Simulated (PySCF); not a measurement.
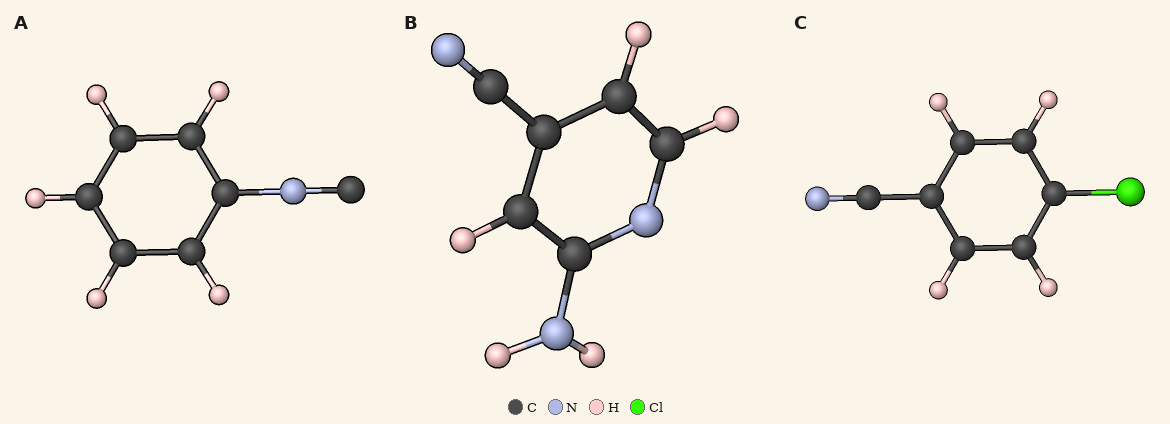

(Drawn from a calculation with PySCF.)

```xyz
14
charge 0, multiplicity 1
N     3.2424   -1.9028   -0.3059
C     2.3196   -1.2221   -0.2056
C     1.1770   -0.3733   -0.0786
C     1.3395    0.9967    0.1363
C     0.1889    1.7525    0.2528
N    -1.0406    1.2600    0.1755
C    -1.1876   -0.0476   -0.0354
N    -2.4651   -0.5043   -0.1515
C    -0.0926   -0.9135   -0.1695
H     2.3220    1.4408    0.2101
H     0.2584    2.8229    0.4236
H    -2.6499   -1.4849   -0.0489
H    -3.1885    0.1333    0.1326
H    -0.2309   -1.9730   -0.3433
```

Which panel shows the molecule in this file?

B. The file holds C6H5N3, `N#Cc1ccnc(N)c1`.
